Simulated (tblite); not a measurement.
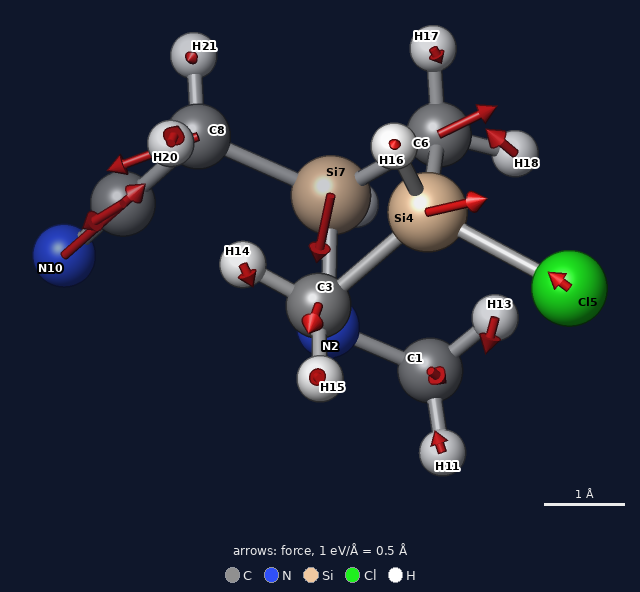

Starting geometry of C5H11ClN2Si2 with the computed forces as red arrows. The picture is a ball-and-stick view, seen at a tilt.

These are results of GFN2-xTB geometry optimisation, gas phase in tblite, not measurements. 

Q: Is this structure relaxed? If not, where do the atoms go?

A: It isn't relaxed: the largest force vector, on an N atom, is 3.27 eV/Å. The final displacements have little in common with the starting forces (cosine between the two patterns 0.13). Over 232 geometry steps the energy falls by 31.2 kcal/mol. The largest moves after the best rigid fit, 2.52 Å, are those of H atoms. Largest moves by element: H 2.52 Å, C 1.74 Å, Cl 1.62 Å, N 1.55 Å, Si 0.68 Å. Near-neighbour distances that change, for instance: N–Si 1.808 → 1.714 Å, Cl–Si 2.085 → 2.017 Å, C–C 1.489 → 1.423 Å, C–Si 1.851 → 1.917 Å. Bond angles that change, for instance: C–N–Si 103.4° → 124.3°, C–N–Si 102.9° → 118.5°, N–Si–H 108.8° → 117.3°. Groups turn about C–Si by about 50°, C–Si by about 35°, C–Si by about 20°. The run took 3.2 s on 1 thread of Arm Neoverse V1 (shared host).
